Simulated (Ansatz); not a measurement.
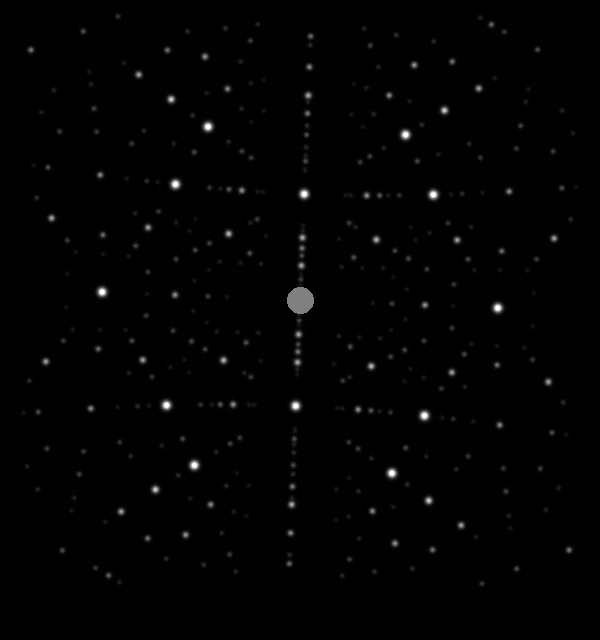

Simulated back-reflection Laue pattern (white X-rays, 0.45 to 2.2 Å, flat plate covering ±45° about the beam, kinematic intensities, seen from the source).

**Which symmetry elements lie along the beam?**

2mm: a twofold axis with two mirror lines.

The crystal is Cd₂W, space group Cmcm (No. 63), a = 2.864 Å, b = 16.703 Å, c = 4.770 Å. Structure: coordinates from a relaxation with DFT, PAW plane waves, pbe in Ansatz; the starting structure was generated, so it need not be a known form of this composition.

The direction [100] points towards the source.
